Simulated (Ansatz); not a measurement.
**GeSiNH7 (SMILES [SiH3][NH][GeH3]) at r2SCAN/def2-SVP**

Aim: the vertical ionisation energy of GeSiNH7 at r2SCAN/def2-SVP, from 2 runs. 

The calculation is run with Ansatz 0.2.0.

37 further runs of the same task are left out: 37 set aside as unsound or not needed.

### 1 Starting point

The species is GeSiNH7 (10 atoms), meant as a singlet with charge 0. As SMILES, `[SiH3][NH][GeH3]`. The coordinates come from a PBE0-D4/def2-TZVP relaxation.

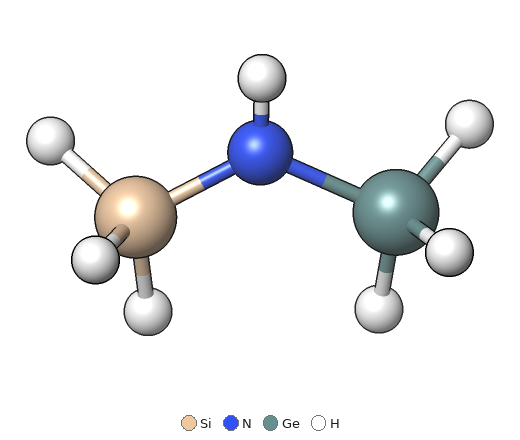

Viewed from a chosen angle; silicon light orange, nitrogen blue, germanium teal, hydrogen white.

### 2 The energy at r2SCAN/def2-SVP

in.yaml reads:

```yaml
crystal:
  periodic: [false, false, false]
  atoms:
    - {symbol: Si, position_ang: [-1.146800, 0.522200, -0.945600]}
    - {symbol: N, position_ang: [0.461400, 0.319100, -0.375700]}
    - {symbol: Ge, position_ang: [1.020100, -0.675800, 1.066200]}
    - {symbol: H, position_ang: [-1.923700, -0.668500, -0.512900]}
    - {symbol: H, position_ang: [-1.160200, 0.627200, -2.430500]}
    - {symbol: H, position_ang: [-1.835500, 1.735800, -0.416100]}
    - {symbol: H, position_ang: [1.159100, 0.952900, -0.736500]}
    - {symbol: H, position_ang: [-0.018900, -1.787400, 1.262400]}
    - {symbol: H, position_ang: [1.119900, 0.180400, 2.345600]}
    - {symbol: H, position_ang: [2.407800, -1.257200, 0.745900]}
basis:
  gaussian: {orbitals: def2-SVP}
magnetization: {spin_polarized: false}
hamiltonian: {xc: {name: r2SCAN}}
accuracy: high
output: {orbitals: {seedname: orbitals}}
```

The run is started by

```
$ ansatz run in.yaml --threads 1 --pin off --max-ram 3480MiB --events-out events.jsonl --progress --plain --runs-dir runs
```

What it wrote:

```text
Warning: RAYON_NUM_THREADS=1 ignored (pool sized by the plan → 1); use --threads N
Functional definition: r2SCAN
  name "r2SCAN"
  parameter k0 = 0.174
  parameter k1 = 0.065
  parameter a1 = 4.9479
  exchange = r2scan_x(k0 = k0, k1 = k1, a1 = a1)
  correlation = r2scan_c
2209 factors; integrals over basis functions are off by at most 4.3e-9 eV
mean field evaluation 1: about -65981.3830 eV, gradient 5.7e1 eV
mean field evaluation 2: about -65959.8838 eV, gradient 1.1e2 eV
mean field evaluation 4: about -65987.6915 eV, gradient 4.5e0 eV
mean field evaluation 8: about -65987.7162 eV, gradient 3.5e-2 eV
mean field evaluation 16: about -65987.7162 eV, gradient 2.0e-6 eV
mean field -65987.71621340 eV, -2425.0038427620 hartree, gradient 1.8e-8 eV, S^2 0.000000; 0 other end points of the search recorded, 0 dependent functions left out
reference -65987.71621427 eV, -2425.0038427938 hartree; 30, 30 occupied and 69, 69 virtual orbitals, 2209 factors
Total energy: -65987.71621427 eV, -2425.0038427938 hartree
```

Wall time 16 s (1 thread of Arm Neoverse V1, shared host); peak memory 0.33 GiB.

### 3 The doublet cation at the same level

run.yaml reads:

```yaml
crystal:
  periodic: [false, false, false]
  atoms:
    - {symbol: Si, position_ang: [-1.146800, 0.522200, -0.945600]}
    - {symbol: N, position_ang: [0.461400, 0.319100, -0.375700]}
    - {symbol: Ge, position_ang: [1.020100, -0.675800, 1.066200]}
    - {symbol: H, position_ang: [-1.923700, -0.668500, -0.512900]}
    - {symbol: H, position_ang: [-1.160200, 0.627200, -2.430500]}
    - {symbol: H, position_ang: [-1.835500, 1.735800, -0.416100]}
    - {symbol: H, position_ang: [1.159100, 0.952900, -0.736500]}
    - {symbol: H, position_ang: [-0.018900, -1.787400, 1.262400]}
    - {symbol: H, position_ang: [1.119900, 0.180400, 2.345600]}
    - {symbol: H, position_ang: [2.407800, -1.257200, 0.745900]}
basis:
  gaussian:
    orbitals: def2-SVP
hamiltonian:
  xc: {name: r2SCAN}
total_charge: 1
magnetization:
  spin_polarized: true
  initial_magnetization: 1
accuracy: high
output: {orbitals: {seedname: orbitals}}
```

The run is started by

```
$ ansatz run run.yaml --threads 1 --pin off --max-ram 3480MiB --events-out events.jsonl --progress --plain --runs-dir runs
```

What it wrote, shortened:

```text
Warning: RAYON_NUM_THREADS=1 ignored (pool sized by the plan → 1); use --threads N
[... 7 set-up lines as earlier in the session ...]
2206 factors; integrals over basis functions are off by at most 4.3e-9 eV
mean field evaluation 1: about -65962.9905 eV, gradient 5.7e1 eV
mean field evaluation 2: about -65887.2098 eV, gradient 1.1e2 eV
mean field evaluation 4: about -65977.9835 eV, gradient 9.2e0 eV
mean field evaluation 8: about -65978.6836 eV, gradient 1.9e-1 eV
mean field evaluation 16: about -65978.6787 eV, gradient 2.4e-4 eV
mean field evaluation 32: about -65978.3091 eV, gradient 5.7e0 eV
mean field -65978.67872119 eV, -2424.6717210491 hartree, gradient 3.7e-8 eV, S^2 0.760216; 1 other end points of the search recorded, 0 dependent functions left out
reference -65978.67872375 eV, -2424.6717211433 hartree; 30, 29 occupied and 69, 70 virtual orbitals, 2206 factors
Total energy: -65978.67872375 eV, -2424.6717211433 hartree
```

It took 34 s on 1 thread of Arm Neoverse V1, shared host; peak memory 0.49 GiB.

### 4 Results

At r2SCAN/def2-SVP:

```
                                          quantity           value
                     singlet GeSiNH7: total energy  -2425.00384 Eh
                      singlet GeSiNH7: HOMO energy        -6.11 eV
                      singlet GeSiNH7: LUMO energy        -0.09 eV
                    singlet GeSiNH7: HOMO–LUMO gap         6.02 eV
                      doublet cation: total energy  -2424.67172 Eh
doublet cation: HOMO energy (highest over α and β)       -13.57 eV
 doublet cation: LUMO energy (lowest over α and β)       -11.81 eV
                              doublet cation: ⟨S²⟩           0.760
vertical ionisation energy (to the doublet cation)        9.037 eV
```

In words: Removing an electron at fixed nuclei costs 9.04 eV (208 kcal/mol). The negative HOMO energy of the first species, 6.11 eV, lies 2.93 eV below that difference.
